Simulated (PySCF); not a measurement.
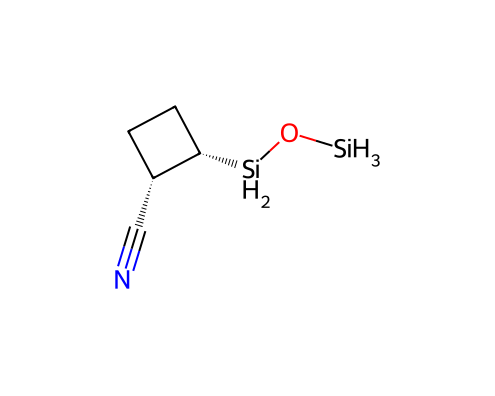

Skeletal drawing of a molecule.

Give its SMILES.

Answer. N#C[C@@H]1CC[C@@H]1[SiH2]O[SiH3]

Give the formula, hydrogens included.

Answer. C5H11NOSi2.

An optimisation with PBE0-D3(BJ)/def2-SVP gave a structure of which point group?

Answer. C1.

The parts below concern this one geometry. Atoms keep their numbers from picture to picture. The computed structure is the end point of a PBE0-D3(BJ)/def2-SVP optimisation. No frequency run is at hand to confirm it as a minimum.

### Shape

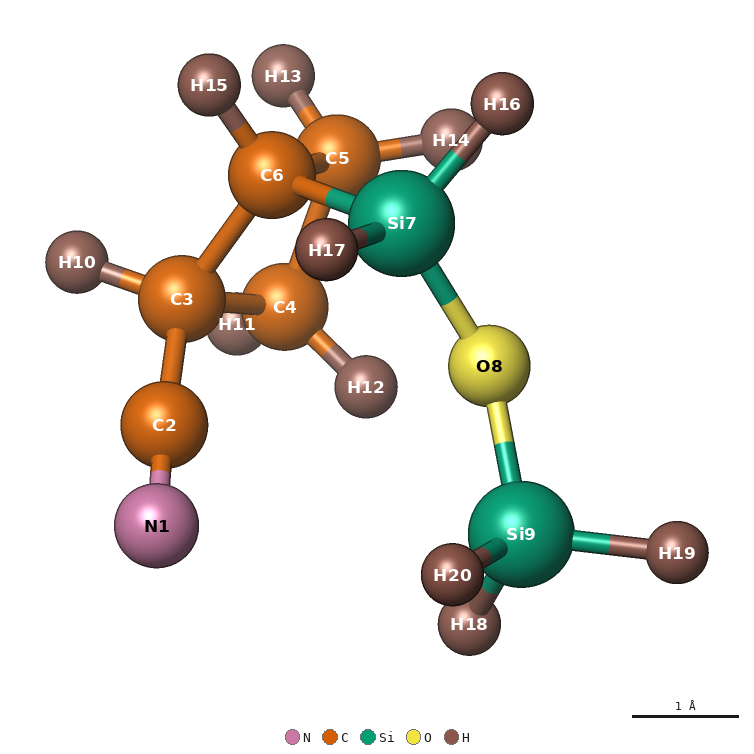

Atoms carry their numbers in the input. No frequency run is at hand to confirm it as a minimum.

What are the angles C3–C4–H11, C3–C4–H12, C3–C6–C5, C3–C6–Si7, C4–C3–C6, C5–C4–H12, C6–C3–H10, C6–C5–H13, C6–C5–H14, Si7–O8–Si9, O8–Si9–H18, O8–Si9–H19?

| angle | degrees |
| --- | --- |
| C3–C4–H11 | 116.5 |
| C3–C4–H12 | 110.7 |
| C3–C6–C5 | 88.0 |
| C3–C6–Si7 | 115.8 |
| C4–C3–C6 | 88.5 |
| C5–C4–H12 | 111.6 |
| C6–C3–H10 | 111.0 |
| C6–C5–H13 | 111.8 |
| C6–C5–H14 | 117.7 |
| Si7–O8–Si9 | 144.5 |
| O8–Si9–H18 | 109.1 |
| O8–Si9–H19 | 108.0 |

### Core levels

No frequency run is at hand to confirm it as a minimum. Properties computed with delta-SCF UKS SCAN, pcX-2 on the ionised atom, pcseg-1 elsewhere, spin-free X2C (PySCF 2.14.0).

Give the core-electron binding energies (to vacuum; p and d levels without spin–orbit splitting) of N1 1s, C2 1s, C3 1s, C4 1s, C5 1s, C6 1s, Si7 1s, Si7 2p, O8 1s, Si9 1s, Si9 2p.

```tsv
atom	level	binding energy (eV)
N1	1s	404.8
C2	1s	292.0
C3	1s	292.0
C4	1s	291.0
C5	1s	291.0
C6	1s	290.6
Si7	1s	1847.2
Si7	2p	107.5
O8	1s	537.8
Si9	1s	1847.3
Si9	2p	107.6
```

### NMR shielding

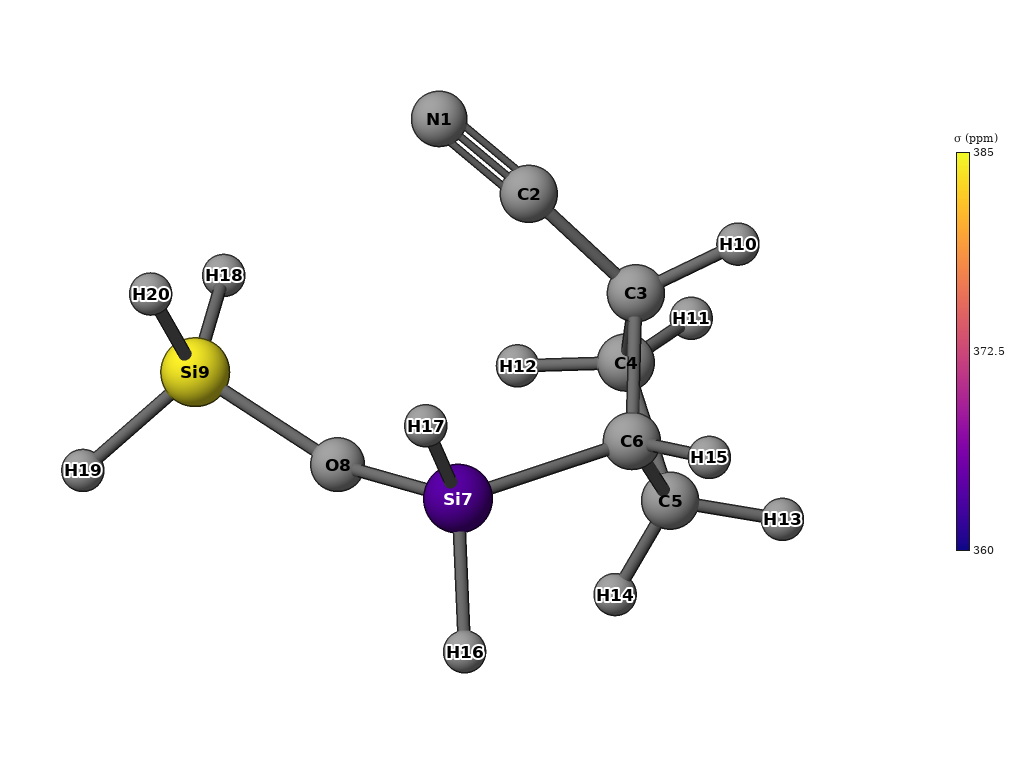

Atoms are coloured by their isotropic NMR shieldings (Si only, the others grey). No frequency run is at hand to confirm it as a minimum. Properties computed with GIAO PBE0/pcSseg-1 NMR shielding, non-relativistic, IEF-PCM tetrahydrofuran (PySCF 2.14.0).

List the isotropic NMR shieldings of the Si atoms.

```csv
atom,σ (ppm)
Si7,363.9
Si9,384.1
```

### Polarisability

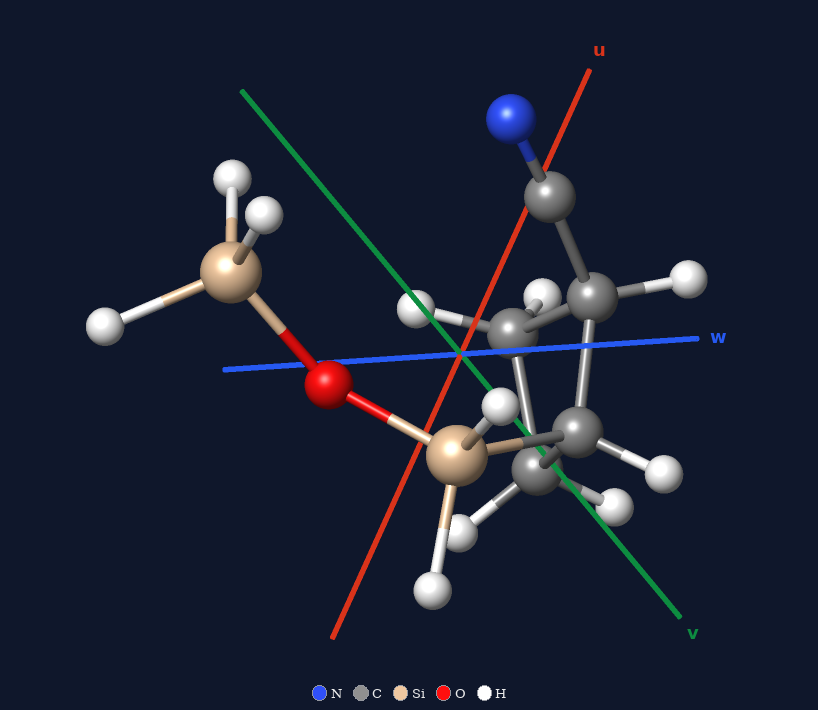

The lines u, v and w are the principal axes of the static dipole polarisability. No frequency run is at hand to confirm it as a minimum. Method: CAM-B3LYP/def2-SVPD (PySCF 2.14.0).

Along which axis is the molecule most polarisable, and along which least?

Answer. Most along v, least along w.

Give the three principal values.

Answer. u 108.7, v 122.9, w 101.1 bohr³; mean 110.9, anisotropy 19.1 bohr³.
